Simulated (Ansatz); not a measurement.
**C2HCl5 (pentachloroethane): levels of theory compared**

Aim: a comparison of 5 runs (HF/STO-3G, HF/3-21G, B3LYP/6-31G*, PBE/6-31G*, r2SCAN/6-31G*) of C2HCl5 (pentachloroethane). 

Program for the calculation: Ansatz 0.2.0.

46 further runs of the same task are left out: 5 that didn't finish, 41 set aside as unsound or not needed. Runs told in other sessions of the task aren't counted.

### 1 The molecule

The species is C2HCl5 (8 atoms), meant as a singlet with charge 0. As SMILES, `ClC(Cl)C(Cl)(Cl)Cl`. The C4–Cl6 distance was set to 3.184 Å, away from the relaxed value. At this shape a bond of the SMILES string is far longer than usual.

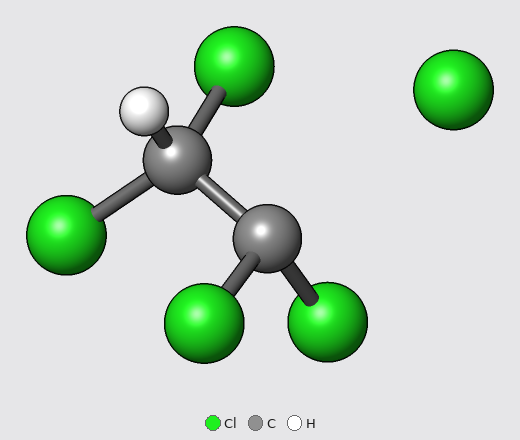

Viewed from a chosen angle; chlorine green, carbon grey, hydrogen white.

### 2 A single-point energy at HF/STO-3G (run 1)

The input, in.yaml:

```yaml
crystal:
  periodic: [false, false, false]
  atoms:
    - {symbol: Cl, position_ang: [-1.167429, -0.479428, 3.267019]}
    - {symbol: C, position_ang: [-0.904529, -0.248958, 1.543139]}
    - {symbol: Cl, position_ang: [-1.736159, -1.494368, 0.620449]}
    - {symbol: C, position_ang: [0.601091, -0.197818, 1.199989]}
    - {symbol: Cl, position_ang: [1.410321, -1.702878, 1.603209]}
    - {symbol: Cl, position_ang: [0.893430, 0.402250, -1.912850]}
    - {symbol: Cl, position_ang: [1.327791, 1.142462, 2.096509]}
    - {symbol: H, position_ang: [-1.334019, 0.711862, 1.266959]}
basis:
  gaussian: {orbitals: STO-3G}
hamiltonian: {xc: hf}
output: {orbitals: {seedname: orbitals}}
accuracy: high
```

Launch:

```console
ansatz run in.yaml --threads 1 --pin off --max-ram 3480MiB --events-out events.jsonl --progress --plain --runs-dir runs
```

Standard output:

```text
Warning: RAYON_NUM_THREADS=1 ignored (pool sized by the plan → 1); use --threads N
Functional definition: HF
  name "HF"
  exchange = exact_x
  correlation = 0
1164 factors; integrals over basis functions are off by at most 2.3e-8 eV
mean field evaluation 1: about -63877.0646 eV, gradient 5.7e1 eV
mean field evaluation 2: about -63877.3095 eV, gradient 5.7e1 eV
mean field evaluation 4: about -63889.6075 eV, gradient 1.7e1 eV
mean field evaluation 8: about -63893.2046 eV, gradient 2.8e0 eV
mean field evaluation 16: about -63893.2244 eV, gradient 1.2e-8 eV
mean field evaluation 32: about -63886.5980 eV, gradient 6.4e0 eV
mean field -63893.22437372 eV, -2348.0326873513 hartree, gradient 1.4e-8 eV, S^2 0.000000; 0 other end points of the search recorded, 0 dependent functions left out
reference -63893.22437372 eV, -2348.0326873513 hartree; 49, 49 occupied and 7, 7 virtual orbitals, 1164 factors
Total energy: -63893.22437372 eV, -2348.0326873513 hartree
```

Run time: 2 s. Hardware: 1 thread of Arm Neoverse V2, shared host; peak memory 0.16 GiB.

### 3 The energy at HF/3-21G (run 2)

The input, job.yaml:

```yaml
crystal:
  periodic: [false, false, false]
  atoms:
    - {symbol: Cl, position_ang: [-1.167429, -0.479428, 3.267019]}
    - {symbol: C, position_ang: [-0.904529, -0.248958, 1.543139]}
    - {symbol: Cl, position_ang: [-1.736159, -1.494368, 0.620449]}
    - {symbol: C, position_ang: [0.601091, -0.197818, 1.199989]}
    - {symbol: Cl, position_ang: [1.410321, -1.702878, 1.603209]}
    - {symbol: Cl, position_ang: [0.893430, 0.402250, -1.912850]}
    - {symbol: Cl, position_ang: [1.327791, 1.142462, 2.096509]}
    - {symbol: H, position_ang: [-1.334019, 0.711862, 1.266959]}
basis:
  gaussian: {orbitals: 3-21G.json}
hamiltonian: {xc: hf}
accuracy: high
output: {orbitals: {seedname: orbitals}}
```

The basis set 3-21G is read from a file made from the Basis Set Exchange's data (not shown).

Launch:

```console
ansatz run job.yaml --threads 1 --pin off --max-ram 3480MiB --events-out events.jsonl --progress --plain --runs-dir runs
```

Standard output:

```text
Warning: RAYON_NUM_THREADS=1 ignored (pool sized by the plan → 1); use --threads N
[... 4 set-up lines as earlier in the session ...]
2008 factors; integrals over basis functions are off by at most 9.6e-9 eV
mean field evaluation 1: about -64267.3410 eV, gradient 5.0e1 eV
mean field evaluation 2: about -64267.8514 eV, gradient 5.0e1 eV
mean field evaluation 4: about -64277.0257 eV, gradient 8.7e0 eV
mean field evaluation 8: about -64277.4015 eV, gradient 3.6e-1 eV
mean field evaluation 16: about -64277.4037 eV, gradient 2.8e-8 eV
mean field evaluation 32: about -64274.7288 eV, gradient 1.6e0 eV
mean field evaluation 64: about -64250.4495 eV, gradient 2.0e1 eV
mean field -64277.40369281 eV, -2362.1510169216 hartree, gradient 3.2e-8 eV, S^2 0.000000; 0 other end points of the search recorded, 0 dependent functions left out
reference -64277.40369281 eV, -2362.1510169216 hartree; 49, 49 occupied and 36, 36 virtual orbitals, 2008 factors
Total energy: -64277.40369281 eV, -2362.1510169216 hartree
```

Run time: 5.4 s. Hardware: 1 thread of Arm Neoverse V2, shared host; peak memory 0.38 GiB.

Runs 3 to 4 aren't shown in full; the table further down has their settings and results.

### 4 The energy at r2SCAN/6-31G(d) (spherical functions) (run 5)

The input, molecule.yaml:

```yaml
crystal:
  periodic: [false, false, false]
  atoms:
    - {symbol: Cl, position_ang: [-1.167429, -0.479428, 3.267019]}
    - {symbol: C, position_ang: [-0.904529, -0.248958, 1.543139]}
    - {symbol: Cl, position_ang: [-1.736159, -1.494368, 0.620449]}
    - {symbol: C, position_ang: [0.601091, -0.197818, 1.199989]}
    - {symbol: Cl, position_ang: [1.410321, -1.702878, 1.603209]}
    - {symbol: Cl, position_ang: [0.893430, 0.402250, -1.912850]}
    - {symbol: Cl, position_ang: [1.327791, 1.142462, 2.096509]}
    - {symbol: H, position_ang: [-1.334019, 0.711862, 1.266959]}
basis:
  gaussian: {orbitals: 6-31G_st_-spherical.json}
hamiltonian: {xc: {name: r2SCAN}}
accuracy: high
output: {orbitals: {seedname: orbitals}}
```

The basis set 6-31G* is read from a file made from the Basis Set Exchange's data (not shown).

Launch:

```console
ansatz run molecule.yaml --threads 1 --pin off --max-ram 3480MiB --events-out events.jsonl --progress --plain --runs-dir runs
```

Standard output:

```text
Warning: RAYON_NUM_THREADS=1 ignored (pool sized by the plan → 1); use --threads N
Functional definition: r2SCAN
  name "r2SCAN"
  parameter k0 = 0.174
  parameter k1 = 0.065
  parameter a1 = 4.9479
  exchange = r2scan_x(k0 = k0, k1 = k1, a1 = a1)
  correlation = r2scan_c
2644 factors; integrals over basis functions are off by at most 4.1e-9 eV
mean field evaluation 1: about -64687.8837 eV, gradient 2.8e1 eV
mean field evaluation 2: about -64459.6401 eV, gradient 1.6e2 eV
mean field evaluation 4: about -64691.9637 eV, gradient 6.5e0 eV
mean field evaluation 8: about -64691.9675 eV, gradient 5.2e0 eV
mean field evaluation 16: about -64692.0780 eV, gradient 3.3e-2 eV
mean field evaluation 32: about -64677.9321 eV, gradient 3.7e1 eV
mean field -64692.07801487 eV, -2377.3900171811 hartree, gradient 9.2e-8 eV, S^2 0.000000; 0 other end points of the search recorded, 0 dependent functions left out
reference -64692.07801555 eV, -2377.3900172059 hartree; 49, 49 occupied and 71, 71 virtual orbitals, 2644 factors
Total energy: -64692.07801555 eV, -2377.3900172059 hartree
```

Run time: 54 s. Hardware: 1 thread of Arm Neoverse V2, shared host; peak memory 0.46 GiB.

### 5 All runs side by side

```
run                                level   energy (Eh)  HOMO energy (eV)  LUMO energy (eV)  HOMO–LUMO gap (eV)  wall time
  1                            HF/STO-3G  -2348.032687             -7.80             -1.82                5.98        2 s
  2                             HF/3-21G  -2362.151017             -9.98             -3.43                6.55      5.4 s
  3   B3LYP/6-31G* (spherical functions)  -2377.634015             -7.59             -5.92                1.66       27 s
  4     PBE/6-31G* (spherical functions)  -2376.550793             -6.40             -6.26                0.15       22 s
  5  r2SCAN/6-31G* (spherical functions)  -2377.390017             -6.79             -6.47                0.32       54 s
```

### 6 What came out

```
            quantity           value
 run 5: total energy  -2377.39002 Eh
  run 5: HOMO energy        -6.79 eV
  run 5: LUMO energy        -6.47 eV
run 5: HOMO–LUMO gap         0.32 eV
```

**Reading.** The HOMO–LUMO gap runs from 0.15 eV (PBE/6-31G*) to 6.55 eV (HF/3-21G). The two ends differ in method and basis. Totals of different functionals can't be ranked against each other. In run 1 the basis is minimal, so the values are rough. In all runs a closed-shell determinant meets a far-stretched bond; if it breaks into open shells, such a determinant describes it badly, and no broken-symmetry solution was shown. All runs together took 1.8 min, the longest 54 s.
